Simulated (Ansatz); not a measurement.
# F₂Ge₂H₄···H₂: what the fields show

Input

```
crystal:
  periodic: [false, false, false]
  atoms:
    - { symbol: Ge, position_ang: [0.0, 0.0, 0.0] }
    - { symbol: Ge, position_ang: [0.0, 0.0, 2.75] }
    - { symbol: H, position_ang: [-1.3958, -0.4318, 3.2674] }
    - { symbol: H, position_ang: [1.0719, -0.9929, 3.2674] }
    - { symbol: H, position_ang: [0.324, 1.4247, 3.2674] }
    - { symbol: H, position_ang: [1.4616, 0.0, -0.5162] }
    - { symbol: F, position_ang: [-0.7913, 1.3709, -0.5594] }
    - { symbol: F, position_ang: [-0.7913, -1.3709, -0.5594] }
    - { symbol: H, position_ang: [-1.7556, 0.0, 0.5833] }
    - { symbol: H, position_ang: [-1.5496, 0.0, 1.5485] }
basis:
  gaussian: { orbitals: def2-SVP }
hamiltonian:
  xc: b3lyp
  dispersion: d4
relax:
  f_tol: 0.15
  max_steps: 25
  restrain:
    - { distance: [0, 8], at: 2.75, k: 30.0 }
    - { distance: [9, 1], at: 2.75, k: 30.0 }
    - { distance: [0, 1], at: 2.4, k: 30.0 }
    - { distance: [9, 8], at: 0.66, k: 30.0 }
output:
  orbitals: {}
```

Launched as:

```sh
ansatz run input.yaml --threads 4 --pin off --max-ram 5120MiB --backend cpu --events-out ev --progress --plain --runs-dir out
```

The fields are those of the run's last geometry, not of the input's.

Not at a stationary point (largest force 1.6 eV/Å).

Theory: RKS B3LYP-D4/def2-SVP in Ansatz.

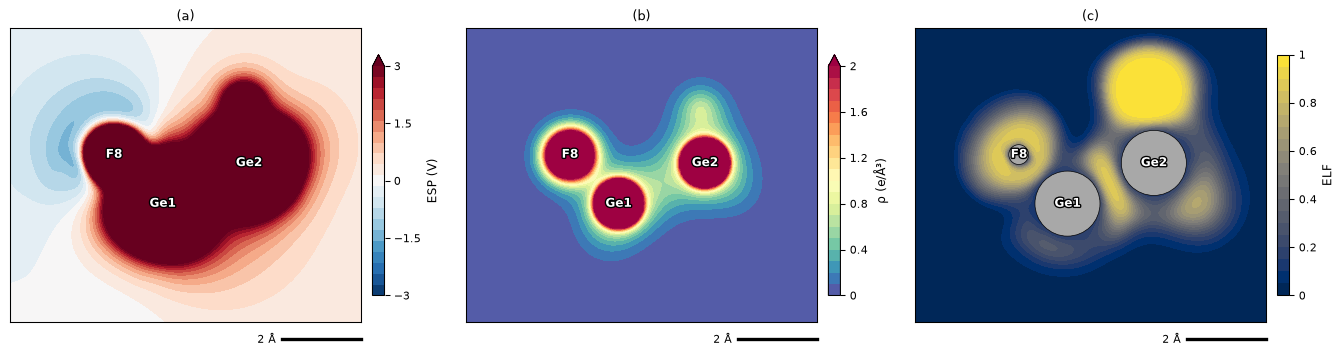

Figure 1. (a) molecular electrostatic potential; (b) total electron density; (c) electron localisation function on the plane of atoms Ge2, Ge1 and F8. Grey discs cover the atomic cores in the ELF map.

Describe what can be read from this map.

Answer.
- The section cuts through Ge and F sites.
- Ge–F (1.75 Å): the density is about 0.9 e/Å³ at the midpoint; the ELF peaks at about 0.80 in the valence shell of F, 0.5 Å from its nucleus, and is about 0.25 at the midpoint.
- Ge–Ge (2.41 Å): the density is about 0.6 e/Å³ at the midpoint; the ELF peaks at about 0.85 between the atoms: a shared electron pair.
- The ELF also peaks beside F8, away from the bonds: lone-pair regions.
- Outside the dense part of the complex the potential is most negative (−1.4 V) near F8.

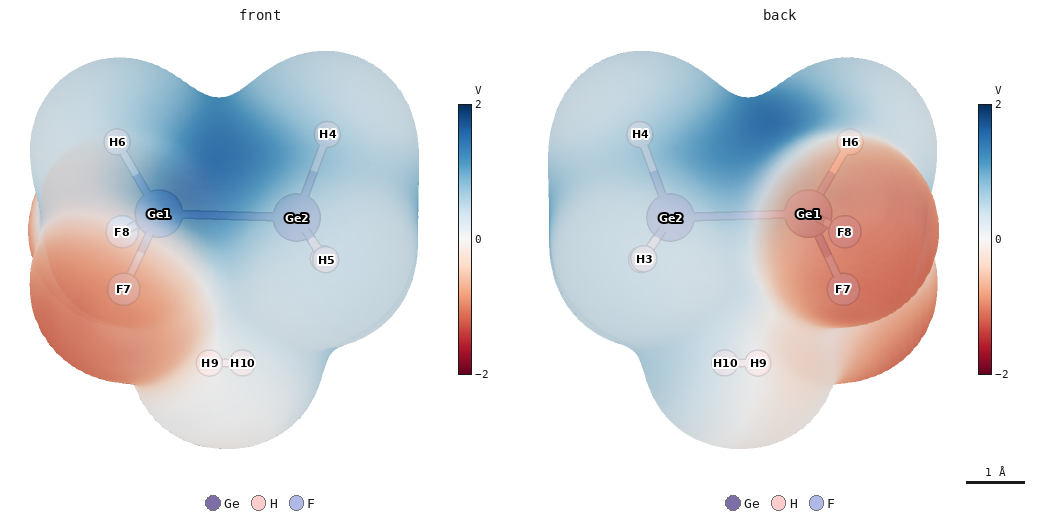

Figure 2. The electrostatic potential painted on the density surface at 0.001 e/bohr³, seen from the front and from behind; the colour scale runs from red (negative) to blue (positive).

Which sites attract a positive test charge, and which a negative one?

Answer. A positive charge is drawn to the negative regions and a negative charge to the positive ones. The most negative region (about −1.1 V) lies over F7 and F8, the most positive (about +1.6 V) over Ge1.

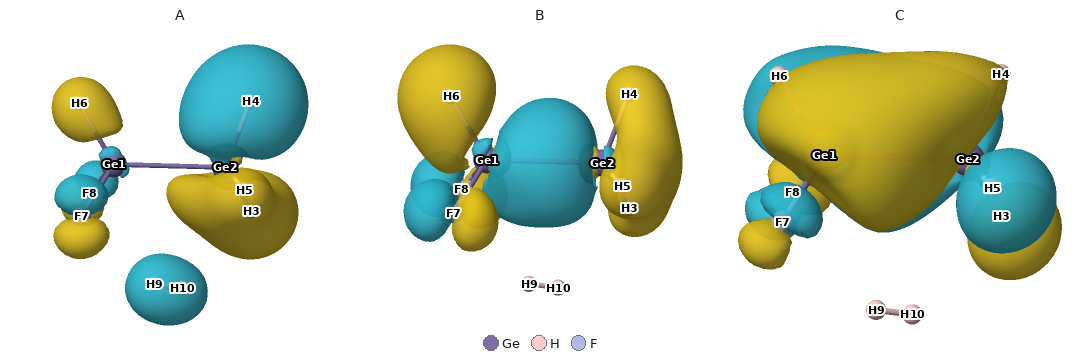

Figure 3. Three frontier orbitals at ±0.08 Å⁻³ᐟ² (yellow and cyan are the two phases), in no order.

Order the three orbitals by energy and name them.

Answer. A is the HOMO−1 (−9.77 eV). It lies mainly on Ge2 (about 35 %), H4 (about 30 %) and H3 (about 15 %). B is the HOMO (−8.46 eV). It lies mainly on Ge2 (about 30 %), Ge1 (about 30 %), H6 (about 15 %), F8 (about 10 %) and F7 (about 10 %). C is the LUMO (−0.67 eV). By Hirshfeld shares it lies mainly on Ge1 (about 45 %), Ge2 (about 25 %), F8 (about 10 %) and H5 (about 5 %); π-bonding across Ge1–Ge2.

What is the HOMO–LUMO gap?

Answer. 7.79 eV between the orbital energies.

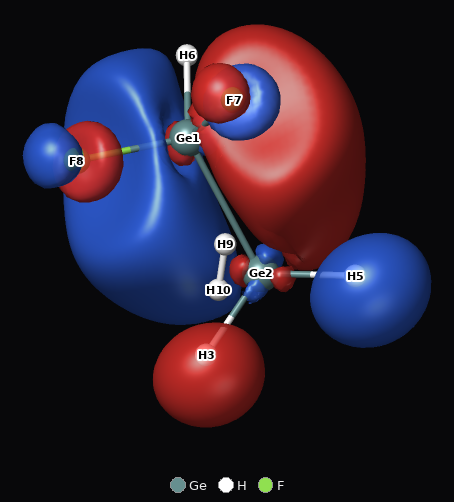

Figure 4. One frontier orbital at ±0.08 Å⁻³ᐟ² (red and blue are the two phases), seen at an oblique angle.

Which orbital is it: HOMO or LUMO?

Answer. The LUMO, at −0.67 eV. By Hirshfeld shares it lies mainly on Ge1 (about 45 %), Ge2 (about 25 %), F8 (about 10 %) and H5 (about 5 %); π-bonding across Ge1–Ge2.
